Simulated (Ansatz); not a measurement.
C3H7AlCl2 (SMILES CC[CH2][Al]([Cl])[Cl])

The calculation's input:

```
crystal:
  periodic: [false, false, false]
  atoms:
    - {symbol: C, position_ang: [-0.019727, -0.529691, -0.221319]}
    - {symbol: C, position_ang: [0.206144, -0.561639, 1.282679]}
    - {symbol: C, position_ang: [-0.225155, 0.735113, 1.972696]}
    - {symbol: Al, position_ang: [-2.090683, 1.184625, 1.659717]}
    - {symbol: Cl, position_ang: [-2.771076, 3.158335, 1.422959]}
    - {symbol: Cl, position_ang: [-3.556316, -0.321078, 1.560176]}
    - {symbol: H, position_ang: [0.318436, -1.455695, -0.710540]}
    - {symbol: H, position_ang: [-1.094469, -0.420821, -0.459925]}
    - {symbol: H, position_ang: [0.514934, 0.311580, -0.691789]}
    - {symbol: H, position_ang: [-0.345983, -1.414064, 1.713782]}
    - {symbol: H, position_ang: [1.272625, -0.758981, 1.489542]}
    - {symbol: H, position_ang: [-0.070110, 0.673075, 3.065562]}
    - {symbol: H, position_ang: [0.392442, 1.586484, 1.634249]}
basis:
  gaussian:
    orbitals: def2-SVPD
hamiltonian:
  xc: pbe0
output: {forces: true, orbitals: {seedname: orbitals}}
```

Command:

```sh
ansatz run input.yaml --threads 2 --pin off --max-ram 6090MiB --events-out events.jsonl --progress --plain --runs-dir runs
```

Geometry: PBE0-D4/def2-SVP.

Computed with isolated molecule in a Gaussian basis; Kohn-Sham density functional theory, functional PBE0 (Ansatz 0.2.0).

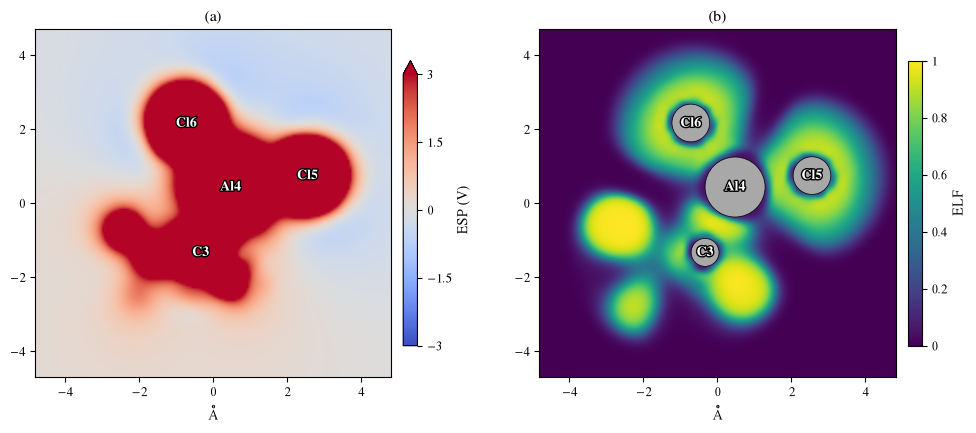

Figure 1. (a) molecular electrostatic potential; (b) ELF on the plane of atoms C3, Al4 and Cl5. Grey discs cover the atomic cores in the ELF map.

### What does the map show?

The section cuts through C, Al and Cl sites.
C–Al (1.94 Å): the ELF peaks at about 0.95 between the atoms; a polar covalent bond.
Al–Cl (2.10 Å): the ELF peaks at about 0.90 in the valence shell of Cl, 0.9 Å from its nucleus, and is about 0.80 at the midpoint.
The ELF also peaks beside Cl5 and Cl6, away from the bonds: lone-pair regions.
Outside the dense part of the molecule the potential is most negative (−0.7 V) near Cl5.

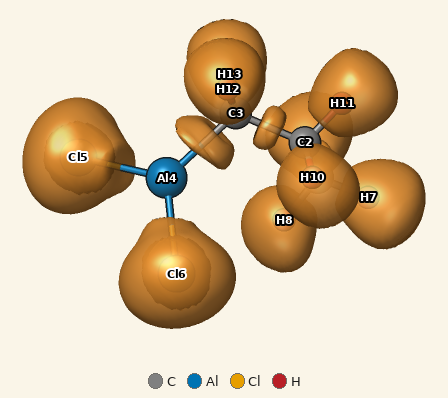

Figure 2. Isosurface of the electron localisation function at 0.8 (orange), seen at a tilt. Only the valence region is drawn (cores and ρ < 0.01 e/Å³ removed).

### Where are the electrons localised?

At this value the surface marks out one region between bonded Al–C atoms (shared pairs), two regions between bonded C–C atoms (shared pairs), seven regions around hydrogen nuclei and two regions on Cl in which the atom's valence shell and bonds are merged. Profiles from the grid: C–C (1.52 Å): the ELF peaks at about 0.95 between the atoms; a shared electron pair.

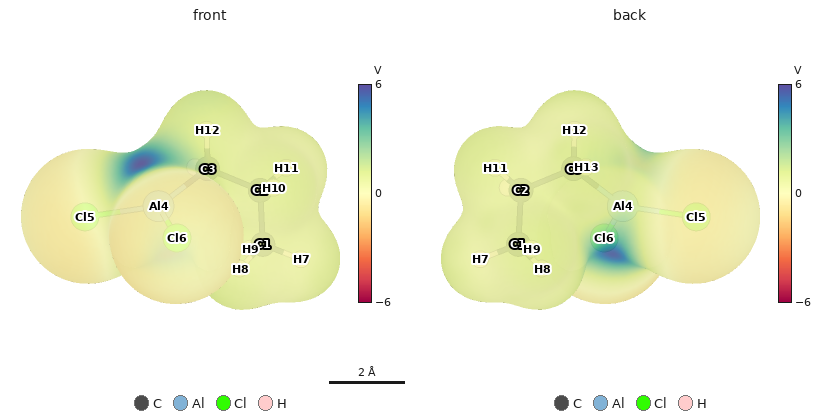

Figure 3. The electrostatic potential painted on the density surface at 0.004 e/bohr³, seen from the front and from behind; the colour scale runs from red (negative) to blue (positive).

### Describe the electrostatic potential map.

The most negative region (about −0.6 V, or −14 kcal/mol for a unit charge) lies over Cl5 and Cl6, the most positive (about +5.3 V, or +122 kcal/mol for a unit charge) over Al4.
